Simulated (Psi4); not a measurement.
# BSiH4O2F (SMILES O[SiH2]B(O)F) at SCAN/cc-pVTZ (density fitting, sweep point 6)

What is the vertical ionisation energy of BSiH4O2F at SCAN/cc-pVTZ (density fitting, sweep point 6)? 

Program for the calculation: Psi4 1.11.

4 further runs of the same task are left out: 4 set aside as unsound or not needed.

## (1) The system as given

BSiH4O2F: 9 atoms, total charge 0, spin state singlet. As SMILES, `O[SiH2]B(O)F`. The coordinates come from a PBE0-D4/def2-TZVP relaxation. This is one conformer, not always the lowest.

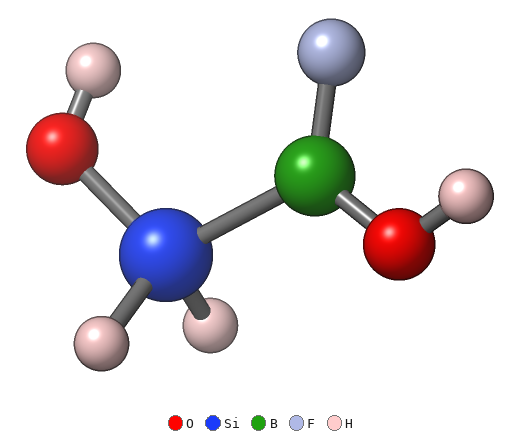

Viewed from a chosen angle; oxygen red, silicon blue, boron green, fluorine light blue, hydrogen pink.

## (2) A single-point energy at SCAN/cc-pVTZ (density fitting, sweep point 6)

input.inp

```
memory 1600 MB

molecule molecule1 {
  0 1
  O      1.152500     0.650100     1.703000
  Si     0.837600    -0.439800     0.500200
  B     -0.701500     0.194000    -0.670900
  O     -0.968000    -0.381600    -1.859000
  F     -1.488500     1.196900    -0.250400
  H      0.401000     1.098100     2.092900
  H      2.093300    -0.579800    -0.278100
  H      0.493300    -1.781600     1.056300
  H     -1.731300    -0.002600    -2.311100
  symmetry c1
}

set reference rks
set puream true
set scf_type df
set dft_radial_points 99
set dft_spherical_points 590

e, wfn = energy('scan/cc-pVTZ', return_wfn=True)
```

The run is started by

```bash
$ psi4 input.inp input.out -n 1
```

input.out:

```text
[...]
  Running in c1 symmetry.
[...]
  Nuclear repulsion =  215.356529037151603
[...]
  Multiplicity = 1
[...]
  Nalpha       = 24
  Nbeta        = 24
[...]
    Number of basis functions: 210
[...]
   @DF-RKS iter   1:  -566.85386654631895   -3.68993e-01   5.01218e-03 ADIIS/DIIS
[...]
   @DF-RKS iter  10:  -567.23295806113003   -4.06408e-08   2.10081e-07 DIIS
[...]
    Orbital Energies [Eh]
    ---------------------
    Doubly Occupied:
       1A    -65.859788     2A    -24.502654     3A    -18.987180
       4A    -18.948073     5A     -6.696580     6A     -5.209348
       7A     -3.553301     8A     -3.551474     9A     -3.551076
      10A     -1.181308    11A     -1.017410    12A     -0.969638
      13A     -0.561116    14A     -0.523018    15A     -0.506297
      16A     -0.451864    17A     -0.429711    18A     -0.412297
      19A     -0.354179    20A     -0.347298    21A     -0.341335
      22A     -0.334639    23A     -0.284234    24A     -0.259532
[...]
  @DF-RKS Final Energy:  -567.23295806113003
   => Energetics <=
    Nuclear Repulsion Energy =            215.3565290371516028
    One-Electron Energy =               -1212.6751904480240682
    Two-Electron Energy =                 484.2846443047030220
    DFT Exchange-Correlation Energy =     -54.1989409549607259
    Empirical Dispersion Energy =           0.0000000000000000
    VV10 Nonlocal Energy =                  0.0000000000000000
    Total Energy =                       -567.2329580611300344
[...]
 Multipole Moments:
 ------------------------------------------------------------------------------------
     Multipole            Electronic (a.u.)      Nuclear  (a.u.)        Total (a.u.)
 ------------------------------------------------------------------------------------
 L = 1.  Multiply by 2.5417464519 to convert [e a0] to [Debye]
 Dipole X            :         -4.2501306            3.4374619           -0.8126687
 Dipole Y            :          3.0148573           -2.8216325            0.1932248
 Dipole Z            :         -1.7272574            1.4127673           -0.3144900
 Magnitude           :                                                    0.8925639
[...]
```

It took 56 s on 1 thread of Intel Xeon 6975P-C (Granite Rapids), shared host; peak memory 1.4 GiB.

## (3) The doublet cation at the same level

bfh4o2si.in

```
memory 1600 MB

molecule geom {
  1 2
  O      1.152500     0.650100     1.703000
  Si     0.837600    -0.439800     0.500200
  B     -0.701500     0.194000    -0.670900
  O     -0.968000    -0.381600    -1.859000
  F     -1.488500     1.196900    -0.250400
  H      0.401000     1.098100     2.092900
  H      2.093300    -0.579800    -0.278100
  H      0.493300    -1.781600     1.056300
  H     -1.731300    -0.002600    -2.311100
  symmetry c1
}

set {
  reference uks
  puream true
  scf_type df
  dft_radial_points 99
  dft_spherical_points 590
  maxiter 100
}

energy("scan/cc-pVTZ")
print_variables()
```

The run is started by

```bash
$ psi4 bfh4o2si.in bfh4o2si.out -n 1
```

bfh4o2si.out:

```text
[...]
  Running in c1 symmetry.
[...]
  Nuclear repulsion =  215.356529037151603
[...]
  Multiplicity = 2
[...]
  Nalpha       = 24
  Nbeta        = 23
[...]
    Number of basis functions: 210
[...]
   @DF-UKS iter   1:  -566.54056801871570   -5.56944e-02   4.64726e-03 ADIIS/DIIS
[...]
   @DF-UKS iter  12:  -566.85818305795306   -1.47581e-07   5.76652e-07 DIIS
[...]
   @S^2 Observed:                7.583264080E-01
[...]
    Orbital Energies [Eh]
    ---------------------
    Alpha Occupied:
       1A    -66.124969     2A    -24.729660     3A    -19.236934
       4A    -19.197947     5A     -6.961404     6A     -5.474762
       7A     -3.820519     8A     -3.817600     9A     -3.814498
      10A     -1.402990    11A     -1.244146    12A     -1.224157
      13A     -0.802112    14A     -0.762321    15A     -0.725396
      16A     -0.697902    17A     -0.650691    18A     -0.643701
      19A     -0.611068    20A     -0.594001    21A     -0.556282
      22A     -0.549200    23A     -0.541745    24A     -0.529596
    Alpha Virtual:
      25A     -0.283497    26A     -0.238924    27A     -0.157831
[...]
  @DF-UKS Final Energy:  -566.85818305795306
   => Energetics <=
    Nuclear Repulsion Energy =            215.3565290371516028
    One-Electron Energy =               -1201.1231271048550298
    Two-Electron Energy =                 472.7360028826365124
    DFT Exchange-Correlation Energy =     -53.8275878728861983
    Empirical Dispersion Energy =           0.0000000000000000
    VV10 Nonlocal Energy =                  0.0000000000000000
    Total Energy =                       -566.8581830579530560
[...]
 Multipole Moments:
 ------------------------------------------------------------------------------------
     Multipole            Electronic (a.u.)      Nuclear  (a.u.)        Total (a.u.)
 ------------------------------------------------------------------------------------
 L = 1.  Multiply by 2.5417464519 to convert [e a0] to [Debye]
 Dipole X            :         -3.5277924            3.4374619           -0.0903305
 Dipole Y            :          2.4125919           -2.8216325           -0.4090406
 Dipole Z            :         -1.0717864            1.4127673            0.3409809
 Magnitude           :                                                    0.5401313
[...]
```

Run time: 1.7 min. Hardware: 1 thread of Intel Xeon 6975P-C (Granite Rapids), shared host; peak memory 1.4 GiB.

## (4) Outcome

At SCAN/cc-pVTZ (density fitting, sweep point 6):

| quantity | value |
| --- | --- |
| singlet BSiH4O2F: total energy | -567.23296 Eh |
| singlet BSiH4O2F: dipole moment | 2.27 D |
| singlet BSiH4O2F: HOMO energy | -7.06 eV |
| singlet BSiH4O2F: LUMO energy | -1.18 eV |
| singlet BSiH4O2F: HOMO–LUMO gap | 5.88 eV |
| doublet cation: total energy | -566.85818 Eh |
| doublet cation: HOMO energy (highest over α and β) | -14.04 eV |
| doublet cation: LUMO energy (lowest over α and β) | -13.27 eV |
| doublet cation: ⟨S²⟩ | 0.758 |
| vertical ionisation energy (to the doublet cation) | 10.198 eV |

The vertical ionisation energy comes to 10.20 eV (984 kJ/mol). The negative HOMO energy of the first species, 7.06 eV, lies 3.14 eV below that difference.
